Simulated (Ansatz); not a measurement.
**BiAs (model cell, started as NiAs type): from the cell to its phonons**

Wanted: phonon frequencies of BiAs (model cell, started as NiAs type) and what follows from them.

Method: DFT PBE, scalar-relativistic, plane waves, PAW, in Ansatz 0.2.0.

The structure was built from a prototype and need not be the compound's stable phase.

### Step 1. Starting point

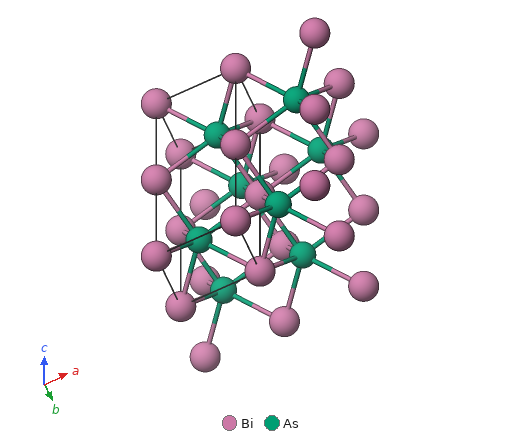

The cell as given, from a free direction (bismuth pink, arsenic teal). 2×2×1 cells are drawn. Bonds to atoms that aren't drawn are left out. Some periodic images of atoms are drawn too.

### Step 2. Relaxation

Harmonic phonons are second derivatives at a point where the forces vanish, and they are wanted at zero stress, so atoms and cell are relaxed first.

Contents of input.yaml:

```yaml
crystal:
  lattice:
    - [4.2251, 0.0, 0.0]
    - [-2.11255, 3.65905, 0.0]
    - [0.0, 0.0, 6.76017]
  atoms:
    - { symbol: Bi, position: [0.0, 0.0, 0.0] }
    - { symbol: Bi, position: [0.0, 0.0, 0.5] }
    - { symbol: As, position: [0.333333, 0.666667, 0.25] }
    - { symbol: As, position: [0.666667, 0.333333, 0.75] }
kpoints:
  mp_grid: { grid: [12, 12, 6] }
hamiltonian:
  xc: pbe
scf:
  occupations: { method: gaussian, width: 0.1 }
output:
  forces: true
  stress: true
  eigenvalues: true
relax:
  adjacent_minimum: "off"
  f_tol: 0.005
  max_steps: 80
  cell: { stress_tol: 0.05 }
```

The run is started by

```bash
$ ansatz run input.yaml --threads 4 --pin off --max-ram 7168MiB --backend cpu --events-out ev --progress --plain --runs-dir out
```

Numbers of over 12 decimals in the logs are rounded to 6 here.

What it wrote:

```text
Warning: the atoms were moved onto the symmetric positions of the space group found under crystal.symmetry.tolerance 1.0e-5 (fractional; no operation is sought that the atoms, as they stand in a round, miss by more than twice it, and no atom is moved by as much as it), and the run uses the moved positions. Before a round's move an operation carried an atom to 4.23e-6 Å from where it should land, the largest such dist [...]
Engine: ansatz 0.2.0, aarch64-unknown-linux-gnu
Pseudopotentials: kind: paw
Pseudopotential: Bi, paw, valence charge 15, recommended cutoff 420 eV (normal), Bi.paw.azcp
Pseudopotential: As, paw, valence charge 15, recommended cutoff 420 eV (normal), As.paw.azcp
Functional definition: PBE
  parameter kappa = 0.804
  parameter beta = 0.066725
  exchange = pbe_x(kappa = kappa, mu = beta*pi^2/3)
  correlation = pbe_c(beta = beta)
Crystal: 4 atoms, lattice volume = 104.511 Å³
Basis set: ecut = 420 eV, 2033 PW (Γ), exchange–correlation on 60×60×96 points (8 copies of the dense FFT grid, shifted against one another)
Bands: 36, of which v1, the nominal top of the filled ones, is band 30 counted from 1 (29 counted from 0)
Symmetry: 24 space group operations
Space group: P63/mmc (ITA 194), of the structure as read, at distance tolerance 4.7e-5 Å
k-points: 76 of 864
Non-local potential: Bi, projectors of the file, l = 0: 2, l = 1: 2, l = 2: 2, l = 3: 2
Non-local potential: As, projectors of the file, l = 0: 2, l = 1: 2, l = 2: 3, l = 3: 1
PAW form: soft (Blöchl's): semilocal exchange-correlation on the pseudo side does not see the compensation charge
PAW one-centre angular grid: Bi, 590 points (default); XC on 64 Gauss nodes
PAW one-centre angular grid: As, 590 points (default); XC on 64 Gauss nodes
Initial density: superposition of atomic densities (neutral atoms: chi_scale 0, normalization atom), corrected by the library's trained network
Initial wavefunctions: pseudopotential atomic-orbital guess
Functional: x = pbe(κ = 0.804, μ = 0.219515), c = pbe(β = 0.066725)
SCF iter   1: F=—  HF=-34504.757784 eV  |F-HF|=—  |Δ(HF+E_count)|=         —  Δρ=1.22e-3  dr2=1.80e-3  ethr=1.77e-3  ⟨swp⟩=6.6  Hψ=11084  notcnv=0
preconditioner: auto → LDOS  [metal: Δε(μ)=0.020 eV  Ē_g=8.754 eV  σ=0.100 eV  W_gap=0.11  n_scr=22 (ndim 8)  ℏωp=16.2 eV  f_vac=0.014  D(μ)=0.99/eV (n_scr^D=2)  β→1.0]
SCF iter   2: F=—  HF=-34504.756771 eV  |F-HF|=—  |Δ(HF+E_count)|=   1.01e-3  Δρ=7.13e-4  dr2=6.50e-4  ethr=2.99e-6  ⟨swp⟩=2.0  Hψ=4872  notcnv=0  defer=2
SCF iter   3: F=—  HF=-34504.756514 eV  |F-HF|=—  |Δ(HF+E_count)|=   2.57e-4  Δρ=1.09e-4  dr2=1.47e-5  ethr=1.08e-6  ⟨swp⟩=2.0  Hψ=4158  notcnv=0  defer=2
SCF iter   4: F=—  HF=-34504.756515 eV  |F-HF|=—  |Δ(HF+E_count)|=   1.17e-6  Δρ=2.30e-5  dr2=5.57e-7  ethr=2.45e-8  ⟨swp⟩=2.0  Hψ=4161  notcnv=0  defer=2
iter 5 did not close the SCF: its close was put off for the readings that it lacked (scf_convergence_deferred on its scf_iter line)
SCF iter   5: F=-34504.756515 eV  HF=-34504.756515 eV  |F-HF|=5.86e-8  |Δ(HF+E_count)|=   3.57e-7  Δρ=4.64e-6  dr2=3.21e-8  ethr=9.28e-10  ⟨swp⟩=2.0  Hψ=4922  notcnv=0  defer=2
SCF iter   6: F=-34504.756515 eV  HF=-34504.756515 eV  |F-HF|=1.04e-9  |Δ(HF+E_count)|=   1.80e-8  Δρ=1.61e-6  dr2=1.34e-9  ethr=5.36e-11  ⟨swp⟩=5.9  Hψ=12114  notcnv=0
SCF 1 converged in 6 iterations: F = -34504.756515 eV  dr2 = 1.34e-9
  greatest PAW one-centre occupation: 0.999 electrons in one spin orbital (limit 2), on the As atom at site 3 (counted from 0), in its partial waves of l = 2
relax step   1: F+E_penalty+E_count = -34504.75651520 eV  Δ(F+E_penalty+E_count) = +0.000e0 eV  max|allowed force component| = 4.395e-17 eV/Å  Δτ_max = 0.0000 Å  P = +6.281 GPa  Ω = 104.511 Å³  (6 SCF iters, dr2 threshold 1.00e-7 eV, accepted)
Crystal: 4 atoms, lattice volume = 112.779 Å³
Basis set: ecut = 420 eV, 2213 PW (Γ), exchange–correlation on 60×60×96 points (8 copies of the dense FFT grid, shifted against one another)
Initial density: handed on by an earlier stage of this run
Initial wavefunctions: those handed on with the density
iter 1 solved again at ethr=8.39e-6 eV; its pass at ethr=3.10e-3 eV (dr2=5.03e-3 eV) is discarded
SCF iter   1: F=—  HF=-34504.992193 eV  |F-HF|=—  |Δ(HF+E_count)|=         —  Δρ=1.70e-3  dr2=5.23e-3  ethr=8.39e-6  ⟨swp⟩=2.1  Hψ=17393  notcnv=0
preconditioner: auto → LDOS  [metal: Δε(μ)=0.032 eV  Ē_g=8.356 eV  σ=0.100 eV  W_gap=0.18  n_scr=34 (ndim 8)  ℏωp=15.6 eV  f_vac=0.025  D(μ)=1.16/eV (n_scr^D=2)  β→1.0]
SCF iter   2: F=—  HF=-34504.991696 eV  |F-HF|=—  |Δ(HF+E_count)|=   4.97e-4  Δρ=5.93e-4  dr2=6.33e-4  ethr=8.39e-6  ⟨swp⟩=2.9  Hψ=4485  notcnv=0
SCF iter   3: F=—  HF=-34504.991592 eV  |F-HF|=—  |Δ(HF+E_count)|=   1.04e-4  Δρ=2.50e-4  dr2=1.78e-4  ethr=1.06e-6  ⟨swp⟩=2.0  Hψ=5018  notcnv=0
SCF iter   4: F=—  HF=-34504.991504 eV  |F-HF|=—  |Δ(HF+E_count)|=   8.80e-5  Δρ=1.09e-4  dr2=2.89e-5  ethr=2.97e-7  ⟨swp⟩=2.0  Hψ=5002  notcnv=0
SCF iter   5: F=—  HF=-34504.991495 eV  |F-HF|=—  |Δ(HF+E_count)|=   8.77e-6  Δρ=2.55e-5  dr2=1.66e-6  ethr=4.81e-8  ⟨swp⟩=2.0  Hψ=3363  notcnv=0
SCF iter   6: F=-34504.991494 eV  HF=-34504.991494 eV  |F-HF|=5.81e-8  |Δ(HF+E_count)|=   6.75e-7  Δρ=2.85e-6  dr2=1.74e-8  ethr=6.67e-10  ⟨swp⟩=6.8  Hψ=13025  notcnv=0
the search or the solves at the SCF's close seem to have found levels that the self-consistency loop had missed (the run counts 1). By its estimate they hold under 1e-12 electrons; where the run keeps them, the occupations were computed again with them
SCF 2 converged in 6 iterations: F = -34504.991494 eV  dr2 = 1.74e-8
relax step   2: F+E_penalty+E_count = -34504.99149403 eV  Δ(F+E_penalty+E_count) = -2.350e-1 eV  max|allowed force component| = 2.602e-17 eV/Å  Δτ_max = 0.0000 Å  P = +0.392 GPa  Ω = 112.779 Å³  energy of the carried Pulay correction = -1.617e-3 eV  (6 SCF iters, dr2 threshold 4.00e-7 eV, accepted)
Crystal: 4 atoms, lattice volume = 112.506 Å³
Basis set: ecut = 420 eV, 2191 PW (Γ), exchange–correlation on 60×60×96 points (8 copies of the dense FFT grid, shifted against one another)
iter 1 solved again at ethr=3.02e-6 eV; its pass at ethr=3.10e-3 eV (dr2=1.81e-3 eV) is discarded
SCF iter   1: F=—  HF=-34505.042298 eV  |F-HF|=—  |Δ(HF+E_count)|=         —  Δρ=1.04e-3  dr2=1.89e-3  ethr=3.02e-6  ⟨swp⟩=2.5  Hψ=16717  notcnv=0
preconditioner: auto → LDOS  [metal: Δε(μ)=0.032 eV  Ē_g=8.346 eV  σ=0.100 eV  W_gap=0.17  n_scr=34 (ndim 8)  ℏωp=15.7 eV  f_vac=0.014  D(μ)=1.87/eV (n_scr^D=10)  β→1.0]
SCF iter   2: F=—  HF=-34505.041973 eV  |F-HF|=—  |Δ(HF+E_count)|=   3.25e-4  Δρ=3.15e-4  dr2=7.74e-5  ethr=3.02e-6  ⟨swp⟩=2.0  Hψ=3495  notcnv=0
SCF iter   3: F=—  HF=-34505.042029 eV  |F-HF|=—  |Δ(HF+E_count)|=   5.54e-5  Δρ=6.42e-5  dr2=7.61e-6  ethr=1.29e-7  ⟨swp⟩=2.0  Hψ=5020  notcnv=0
SCF iter   4: F=—  HF=-34505.042028 eV  |F-HF|=—  |Δ(HF+E_count)|=   6.24e-7  Δρ=3.49e-5  dr2=2.40e-6  ethr=1.27e-8  ⟨swp⟩=2.0  Hψ=5021  notcnv=0
SCF iter   5: F=-34505.042026 eV  HF=-34505.042026 eV  |F-HF|=2.39e-7  |Δ(HF+E_count)|=   1.64e-6  Δρ=9.96e-6  dr2=1.68e-7  ethr=6.67e-10  ⟨swp⟩=4.4  Hψ=13779  notcnv=0
SCF 3 converged in 5 iterations: F = -34505.042026 eV  dr2 = 1.68e-7
relax step   3: F+E_penalty+E_count = -34505.04202626 eV  Δ(F+E_penalty+E_count) = -5.053e-2 eV  max|allowed force component| = 1.850e-17 eV/Å  Δτ_max = 0.0000 Å  P = -0.054 GPa  Ω = 112.506 Å³  energy of the carried Pulay correction = -1.568e-3 eV  (5 SCF iters, dr2 threshold 4.00e-7 eV, accepted)
[...]
relax step   4: F+E_penalty+E_count = -34505.04414496 eV  Δ(F+E_penalty+E_count) = -2.119e-3 eV  max|allowed force component| = 1.908e-17 eV/Å  Δτ_max = 0.0000 Å  P = -0.024 GPa  Ω = 112.165 Å³  energy of the carried Pulay correction = -1.505e-3 eV  (4 SCF iters, dr2 threshold 3.02e-7 eV, accepted)
[...]
relax step   5: F+E_penalty+E_count = -34505.04426156 eV  Δ(F+E_penalty+E_count) = -1.166e-4 eV  max|allowed force component| = 1.908e-17 eV/Å  Δτ_max = 0.0000 Å  P = +0.003 GPa  Ω = 112.041 Å³  energy of the carried Pulay correction = -1.481e-3 eV  (4 SCF iters, dr2 threshold 1.00e-8 eV, accepted)
[...]
relax step   6: F+E_penalty+E_count = -34505.04657192 eV  Δ(F+E_penalty+E_count) = -2.310e-3 eV  max|allowed force component| = 1.706e-17 eV/Å  Δτ_max = 0.0000 Å  P = +0.028 GPa  Ω = 112.041 Å³  stress off target by 7.71e-2 GPa  SCF on the basis re-selected at this cell (its energy is not comparable with the rows above)  (6 SCF iters)
[...]
relax step   7: F+E_penalty+E_count = -34505.04660001 eV  Δ(F+E_penalty+E_count) = -2.809e-5 eV  max|allowed force component| = 2.197e-17 eV/Å  Δτ_max = 0.0000 Å  P = +0.007 GPa  Ω = 112.043 Å³  energy of the carried Pulay correction = -5.588e-7 eV  (4 SCF iters, dr2 threshold 1.48e-8 eV, accepted)
iter 1 solved again at ethr=1.10e-7 eV; its pass at ethr=3.10e-3 eV (dr2=6.61e-5 eV) is discarded
SCF iter   1: F=—  HF=-34505.046628 eV  |F-HF|=—  |Δ(HF+E_count)|=         —  Δρ=2.08e-5  dr2=1.15e-8  ethr=1.10e-7  ⟨swp⟩=3.2  Hψ=18201  notcnv=0
eigensolver tolerance schedule: the retry pair's looser diagonalisation over-reported the residual by 5757.27 of it (diagonalisation noise at 0.26 of the residual, at the tolerance the schedule requests for it); recorded, not acted on — ethr = c·dr2/N_el stays at c = 1.0e-1
preconditioner: auto → LDOS  [metal: Δε(μ)=0.001 eV  Ē_g=8.355 eV  σ=0.100 eV  W_gap=0.00  n_scr=34 (ndim 8)  ℏωp=15.7 eV  f_vac=0.012  D(μ)=2.11/eV (n_scr^D=10)  β→1.0]
SCF iter   2: F=—  HF=-34505.046599 eV  |F-HF|=—  |Δ(HF+E_count)|=   2.90e-5  Δρ=1.02e-6  dr2=9.31e-10  ethr=1.91e-11  ⟨swp⟩=3.1  Hψ=7296  notcnv=0
SCF iter   3: F=—  HF=-34505.046599 eV  |F-HF|=—  |Δ(HF+E_count)|=  2.18e-10  Δρ=4.61e-7  dr2=4.98e-10  ethr=1.55e-12  ⟨swp⟩=2.0  Hψ=5023  notcnv=0
SCF iter   4: F=—  HF=-34505.046599 eV  |F-HF|=—  |Δ(HF+E_count)|=  3.06e-10  Δρ=2.42e-7  dr2=1.08e-10  ethr=1.00e-12  ⟨swp⟩=2.0  Hψ=4469  notcnv=0
SCF iter   5: F=-34505.046599 eV  HF=-34505.046599 eV  |F-HF|=1.46e-11  |Δ(HF+E_count)|=  6.55e-11  Δρ=4.38e-8  dr2=3.69e-12  ethr=1.00e-12  ⟨swp⟩=5.7  Hψ=11133  notcnv=0
SCF 8 converged in 5 iterations: F = -34505.046599 eV  dr2 = 3.69e-12
relax step   8: F+E_penalty+E_count = -34505.04659919 eV  Δ(F+E_penalty+E_count) = +8.176e-7 eV  max|allowed force component| = 2.197e-17 eV/Å  Δτ_max = 0.0000 Å  P = +0.007 GPa  Ω = 112.043 Å³  stress off target by 1.06e-2 GPa  SCF on the basis re-selected at this cell (its energy is not comparable with the rows above)  (5 SCF iters)
basis re-selected at this cell: Δ(F+E_penalty+E_count) = +8.176e-7 eV, ΔP = +0.000 GPa vs the last step (what re-selecting the basis moved, of the pressure what is left beyond the Pulay correction that the steps carried, after the strain that the cell walked since its last selection, with what the two solves' SCF thresholds leave and, on support functions, any second-order correction that the steps lacked; it is no m [...]
SCF converged after 5 iterations
Free energy (F): -34505.046599 eV
Harris-Foulkes:  -34505.046599 eV  (|F-HF|=1.46e-11)
Internal energy: -34505.036072 eV  (E = F + TS)
E sigma→0 (E₀):  -34505.041335 eV
Entropy (-TS):   -0.010528 eV (-2.632 meV/atom)
Fermi energy:    10.098081 eV
--- Per-component energies (eV) ---
  E_band       = -674.228036
  E_kinetic    = 807.125420
  E_local      = -6490.613464  (includes V_loc(G=0)·N_el)
  E_nonlocal   = -220.108453
  E_hartree    = 2890.974493
  E_xc         = -460.964406
  E_vxc        = -446.643594  (∫ρ·V_xc dr)
  E_paw        = -24995.055255  (= ΣΔE_a)
  E_vpaw       = -105.936165  (= ΣTr[D̂ρ^β])
  E_aug_tail   = -0.000873  (compensation charges beyond the density's cutoff)
  E_ewald      = -6036.393534
  E_smearing   = -0.010528  (= −TS)
  E_closure    = 0.000000  (closes the sum)
  Σ components = -34505.046599   (vs F -34505.046599, Δ=0.00e0)
--- Forces (eV/Å), atoms counted from 1 ---
  atom   1  Bi     0.00000000     0.00000000     0.00000000
  atom   2  Bi    -0.00000000    -0.00000000     0.00000000
  atom   3  As    -0.00000000    -0.00000000     0.00000000
  atom   4  As     0.00000000     0.00000000    -0.00000000
  max |Σ_I F_I| component: 2.31e-18 eV/Å
--- Stress (GPa, compression-positive) ---
        0.004718       0.000000      -0.000000
       -0.000000       0.004718       0.000000
       -0.000000       0.000000       0.010578
  P = ⅓ Tr σ = 0.0067 GPa (0.067 kbar)
--- Band table (eV; the first three rows and the last of 76) ---
  k-point 0: bands = [... 26 lower, 8.6586, 9.7879, 9.7879, 9.7976, 10.7629, 11.5760, 11.5760, 12.5970, ... 2 higher]
  k-point 1: bands = [... 26 lower, 8.7176, 9.5438, 9.6848, 9.6848, 11.0895, 11.6444, 11.6444, 12.5145, ... 2 higher]
  k-point 2: bands = [... 26 lower, 8.8869, 9.1297, 9.4343, 9.4343, 11.7204, 11.8204, 11.8204, 12.3084, ... 2 higher]
  k-point 75: bands = [... 26 lower, 7.4650, 7.4650, 9.0104, 9.0104, 9.6568, 9.6568, 13.9082, 13.9082, ... 2 higher]
--- Relaxed structure (6 steps of the walk, 6 accepted, 2 SCFs on fresh bases) ---
  F+E_penalty+E_count = -34505.04659919 eV   max|allowed force component| = 2.197e-17 eV/Å   (the final SCF, on the basis selected at the relaxed cell)
  cell:  # Å, volume = 112.0429 Å³
    - [4.177318, 0, 0]
    - [-2.088659, 3.617663, 0]
    - [0, 0, 7.414108]
  atoms:
    - { symbol: Bi, position: [0, 0, 0.0] }
    - { symbol: Bi, position: [0, 0, 0.5] }
    - { symbol: As, position: [0.333333, 0.666667, 0.25] }
    - { symbol: As, position: [0.666667, 0.333333, 0.75] }
```

The job ended after 27 s (4 threads of Arm Neoverse V2, shared host; peak memory 0.59 GiB; 1.7 min of CPU time).

The steps of the relaxation:

```
step  energy less that of the first step (eV)  largest force component (eV/Å)  pressure (GPa)  volume (Å³)
   1                                   0.0000                          0.0000            6.28       104.51
   2                                  -0.2350                          0.0000            0.39       112.78
   3                                  -0.2855                          0.0000           -0.05       112.51
   4                                  -0.2876                          0.0000           -0.02       112.16
   5                                  -0.2877                          0.0000            0.00       112.04
  6*                                  -0.2901                          0.0000            0.03       112.04
   7                                  -0.2901                          0.0000            0.01       112.04
  8*                                  -0.2901                          0.0000            0.01       112.04
```

Relaxation steps marked * repeat the geometry before them on a plane-wave basis chosen anew for their cell, so energy and pressure can jump there.

Forces are held to the 24 operations that the run works with; a distortion that breaks them can't arise in this run.

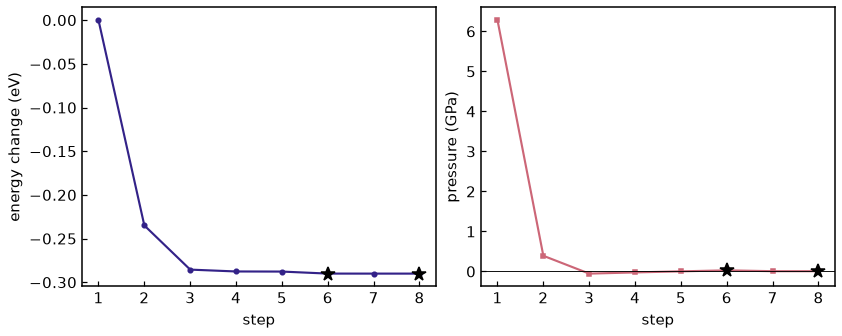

Energy and pressure along the relaxation. Stars mark steps on a basis chosen anew.

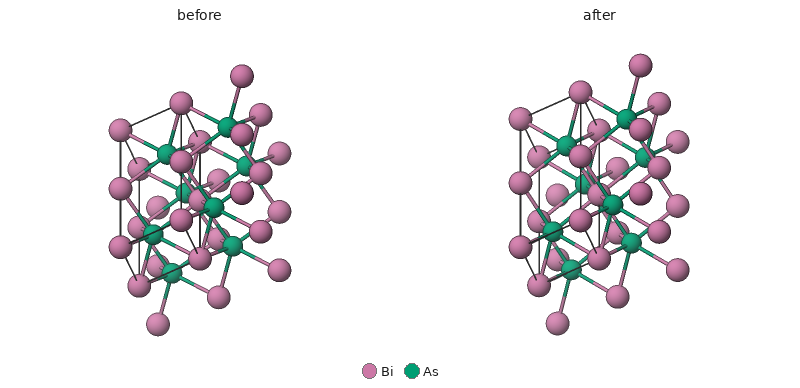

Before and after, at one scale. Bonds to atoms that aren't drawn are left out.

```
conventional cell, symmetrised  before  after  change
                         a (Å)   4.225  4.177  -1.1 %
                         b (Å)   4.225  4.177  -1.1 %
                         c (Å)   6.760  7.414  +9.7 %
              volume (Å³/atom)   26.13  28.01  +7.2 %
```

Final coordinates:

```cif
data_structure
_symmetry_space_group_name_H-M 'P 1'
_symmetry_Int_Tables_number 1
_cell_length_a 4.1773
_cell_length_b 4.1773
_cell_length_c 7.4141
_cell_angle_alpha 90.000
_cell_angle_beta 90.000
_cell_angle_gamma 120.000
_cell_volume 112.04
loop_
_atom_site_label
_atom_site_type_symbol
_atom_site_fract_x
_atom_site_fract_y
_atom_site_fract_z
_atom_site_occupancy
Bi1 Bi 0.00000 0.00000 0.00000 1
Bi2 Bi 0.00000 0.00000 0.50000 1
As3 As 0.33333 0.66667 0.25000 1
As4 As 0.66667 0.33333 0.75000 1
```

This step gave:

```
pressure          : 0.006671 GPa
volume per atom   : 28.01 Å³
gap on the k-mesh : 0 eV
```

In this step the volume went from 26.13 to 28.01 Å³/atom.

### Step 3. Relaxing to small forces for the phonons

Phonons need a cell at rest on their own settings, so the relaxation is repeated with tight tolerances on forces and stress on the k mesh and occupations of the first response run.

Contents of input.yaml:

```yaml
crystal:
  lattice:
    - [4.1773176012, 0.0, 0.0]
    - [-2.0886588006, 3.6176631623, 0.0]
    - [0.0, 0.0, 7.4141078752]
  atoms:
    - { symbol: Bi, position: [0.0, 0.0, 0.0] }
    - { symbol: Bi, position: [0.0, 0.0, 0.5] }
    - { symbol: As, position: [0.3333333333, 0.6666666667, 0.25] }
    - { symbol: As, position: [0.6666666667, 0.3333333333, 0.75] }
kpoints:
  mp_grid: { grid: [12, 12, 6] }
hamiltonian:
  xc: pbe
scf:
  occupations: { method: methfessel_paxton, width: 0.2 }
output:
  forces: true
  stress: true
  eigenvalues: true
relax:
  adjacent_minimum: "off"
  f_tol: 0.001
  max_steps: 60
  cell: { stress_tol: 0.01 }
```

What it wrote:

```text
[...]
Crystal: 4 atoms, lattice volume = 112.043 Å³
Basis set: ecut = 420 eV, 2143 PW (Γ), exchange–correlation on 60×60×100 points (8 copies of the dense FFT grid, shifted against one another)
Bands: 36, of which v1, the nominal top of the filled ones, is band 30 counted from 1 (29 counted from 0)
Symmetry: 24 space group operations
[...]
k-points: 76 of 864
[...]
--- Relaxed structure (1 steps of the walk, 1 accepted, 1 SCFs on fresh bases) ---
[...]
cell:  # Å, volume = 112.0429 Å³
    - [4.177318, 0.0, 0.0]
    - [-2.088659, 3.617663, 0.0]
    - [0.0, 0.0, 7.4141078752]
  atoms:
    - { symbol: Bi, position: [0.0, 0.0, 0.0] }
    - { symbol: Bi, position: [0.0, 0.0, 0.5] }
    - { symbol: As, position: [0.333333, 0.666667, 0.25] }
    - { symbol: As, position: [0.666667, 0.333333, 0.75] }
[key lines of the parts left out:]
SCF converged after 6 iterations
Free energy (F): -34505.043583 eV
Fermi energy:    10.095159 eV
P = ⅓ Tr σ = -0.0003 GPa (-0.003 kbar)
```

It took 7.9 s on 4 threads; peak memory 0.58 GiB; 30 s of CPU time.

Little changed from the start: no atom moved by 0.005 Å and no cell edge by 0.1 %.

This step gave:

| Quantity | Value |
| --- | --- |
| pressure | -3.47e-4 GPa |

The forces vanish by symmetry and the pressure is 0.000 GPa, within the tolerances set. The cell now holds 28.01 Å³/atom.

(Continued in part 2 of 2.)

[Logs are printed without paths, hosts, clocks, repeated set-up lines and the standing remarks that a program may print on its own settings, such as how far it seeks lower states.]

[Hosts, paths, dates, database ids (printed as entryN), source tags and the programs' standing remarks are cut or masked in the printed files.]
